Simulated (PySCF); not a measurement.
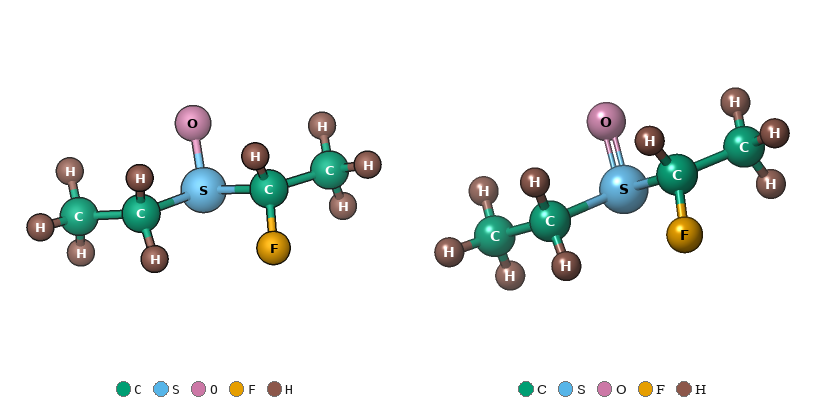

Two views of one molecule.

Computed geometry: GFN2-xTB optimisation. No frequency run is at hand to confirm it as a minimum.

Identify the structure.

The molecule is C4H9FOS. Its SMILES string is `CC[S@@](=O)[C@H](C)F`. It has no ring. Among its groups: sulfoxide, C–F bond. This geometry has C1 symmetry. Coordination: 4 C tetrahedral; 1 S trigonal pyramidal.

The parts below concern this one geometry. Atoms keep their numbers from picture to picture.

**Dipole moment**

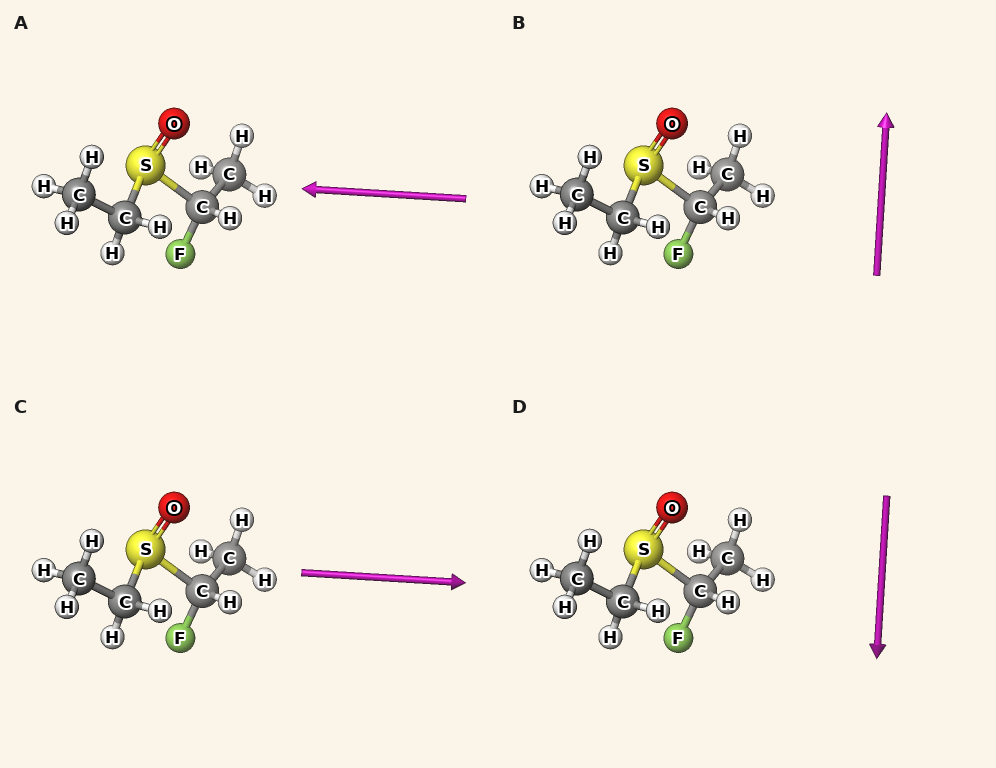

The same molecule four times, each with an arrow. No frequency run is at hand to confirm it as a minimum. Level of theory: ωB97X-D/def2-SVPD, gas phase (PySCF 2.14.0).

Which arrow points along the dipole moment, from the negative to the positive end?

Answer. D. The dipole moment is 2.13 D.

**Polarisability**

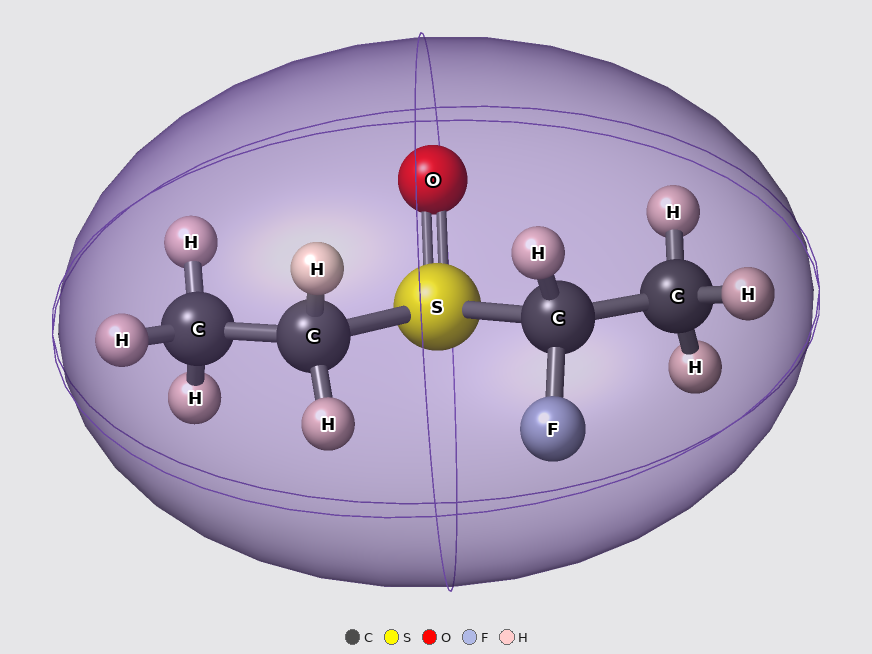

The ellipsoid shows the static dipole polarisability: its half-axes are proportional to the principal values. No frequency run is at hand to confirm it as a minimum. Level of theory: ωB97X-D/def2-SVPD (PySCF 2.14.0).

Give the principal values, the mean and the anisotropy.

Answer. Principal values 63.5, 72.3, 93.2 bohr³; mean 76.3 bohr³ (11.31 Å³); anisotropy 26.4 bohr³, so the longest axis is 1.47 times the shortest.

**Excitation**

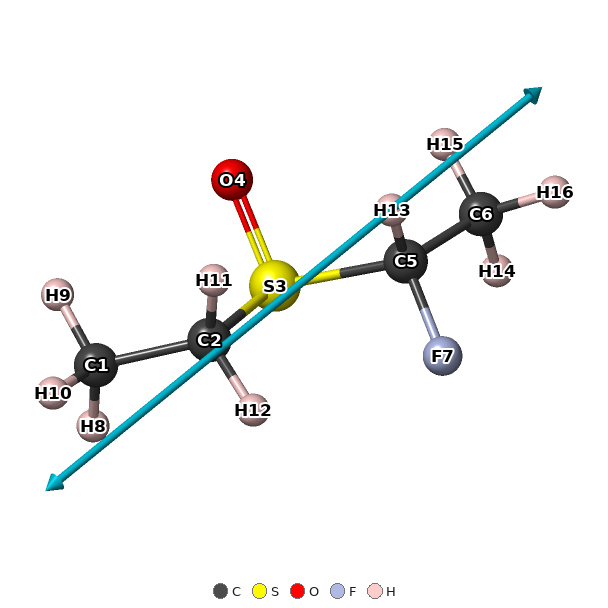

The double arrow shows the direction of the transition dipole to excited singlet state 2 (its length means nothing). No frequency run is at hand to confirm it as a minimum. Properties computed with TDDFT ωB97X-D/def2-SVPD, vertical, gas phase, core orbitals frozen in the response (PySCF 2.14.0).

How is the transition polarised?

Answer. Close to the long direction C1···C6.

Give its energy, strength and character.

Answer. 6.18 eV (200 nm), oscillator strength 0.047, mainly HOMO → LUMO+1 (weight 0.72); transition dipole 1.42 D.
